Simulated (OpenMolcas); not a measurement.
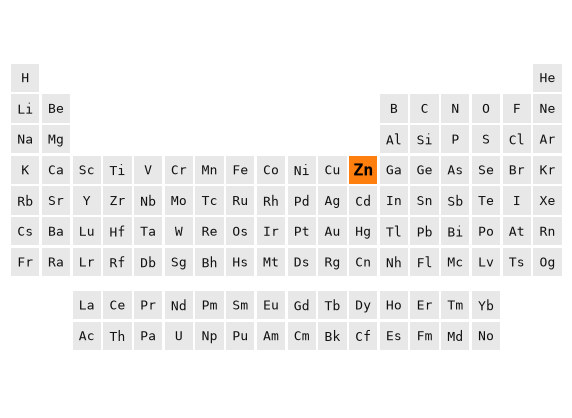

Fig. 1: The place of zinc in the periodic table.

Multiconfigurational calculation for Zn

System: Zn.
Method: state-averaged MS-CASPT2, IPEA shift 0.25, imaginary shift 0.1 hartree, semicore shells correlated, active space 2 electrons in the shells 4s 4p 5s 5p, basis ANO-RCC-VDZ, DKH2 scalar Hamiltonian, spin-orbit coupling by RASSI with atomic mean-field integrals (OpenMolcas).

### The input
```
&GATEWAY
Coord
1

Zn 0.0 0.0 0.0
Basis=ANO-RCC-VDZ
Group=XYZ
NoMove
AngMom=0.0 0.0 0.0
AMFI
&SEWARD
&RASSCF
FileOrb=start.orb
Symmetry=1
Spin=3
nActEl=2 0 0
Inactive=8 6
Ras2=1 3
CIRoot=3 3 1
SDav=3
CIMx=300
Iter=120 100
PrWF=0.3
OrbListing=Nothing
MaxOrb=0
Atom
>>> COPY $Project.JobIph JOBPRE
&RASSCF
FileOrb=start.orb
Symmetry=1
Spin=3
nActEl=2 0 0
Inactive=8 6
Ras2=2 6
CIRoot=3 3 1
SDav=16
CIMx=300
Iter=120 100
PrWF=0.3
OrbListing=Nothing
MaxOrb=0
Atom
>>> COPY $Project.JobIph JOB001
&RASSCF
FileOrb=start.orb
Symmetry=1
Spin=1
nActEl=2 0 0
Inactive=8 6
Ras2=2 6
CIRoot=1 1 1
SDav=24
CIMx=300
Iter=120 100
PrWF=0.3
OrbListing=Nothing
MaxOrb=0
Atom
>>> COPY $Project.JobIph JOB002
&RASSCF
FileOrb=start.orb
Symmetry=2
Spin=3
nActEl=2 0 0
Inactive=8 6
Ras2=2 6
CIRoot=3 3 1
SDav=12
CIMx=300
Iter=120 100
PrWF=0.3
OrbListing=Nothing
MaxOrb=0
Atom
>>> COPY $Project.JobIph JOB003
&RASSI
NrOfJobIphs=2 1 3
1
1 2 3
IphNames
JOB002
JOB003
EJob
SpinOrbit
DIPRint=1.0
SOCoupling=1000.0
Subsets=2
MEES
Property=10
'ANGMOM' 1 'ANGMOM' 2 'ANGMOM' 3 'MLTPL  1' 1 'MLTPL  1' 2 'MLTPL  1' 3
'AMFI' 1 'AMFI' 2 'AMFI' 3 'MLTPL  2' 6
SOProperty=3
'ANGMOM' 1 'ANGMOM' 2 'ANGMOM' 3
>>> COPY JOB002 $Project.JobIph
&CASPT2
Multistate=1 1
Frozen=23 26
IPEA=0.25
Imaginary=0.1
MaxIter=60
WThr=0.0 0.3 0.05
PrWF=0.5
NoMix
```

The file start.orb holds starting orbitals from an earlier step.

Run as:
```bash
OMP_NUM_THREADS=1 MOLCAS_MEM=2252 MOLCAS_PROJECT=a pymolcas a.inp > a.log  # once for each step of the input, in one work folder
```

### Output (extracts)
```
|       MOLCAS_SOURCE = [file]
  |    MOLCAS_STRUCTURE = 0
  |
   --------------------------------------------------------------------------------------
++ ---------   Input file   ---------
>>> COPY JOB002 $Project.JobIph
&CASPT2
Multistate=1 1
Frozen=23 26
IPEA=0.25
Imaginary=0.1
MaxIter=60
WThr=0.0 0.3 0.05
PrWF=0.5
NoMix
-- ----------------------------------
>>> COPY JOB002 a.JobIph
*** symbolic link created: INPORB -> a.RasOrb
--- Start Module: caspt2 at  ---
()()()()()()()()()()()()()()()()()()()()()()()()()()()()()()()()()()()()()()()()()()()()()()()()()()
                                              &CASPT2
                                   only a single process is used
                       available to each process: 2.3 GB of memory, 1 thread
()()()()()()()()()()()()()()()()()()()()()()()()()()()()()()()()()()()()()()()()()()()()()()()()()()
 ###    WARNING: User changed nr of frozen orbitals.                         ###
 ###    ERROR: Too many frozen orbitals!                                     ###
--- Stop Module: caspt2 at  /rc=_RC_INPUT_ERROR_ ---
.####################.
.# User input error #.
.####################.
```

### Outcome

- outcome: refused by the program
- hardware: 1 CPU thread, shared host

### Diagnosis

This input holds a deliberate fault: too many frozen. The program refused the input; the driver noted: spin 1 odd left out: above the window. To bear in mind: CASPT2 multiplicity 1: _RC_INPUT_ERROR_.
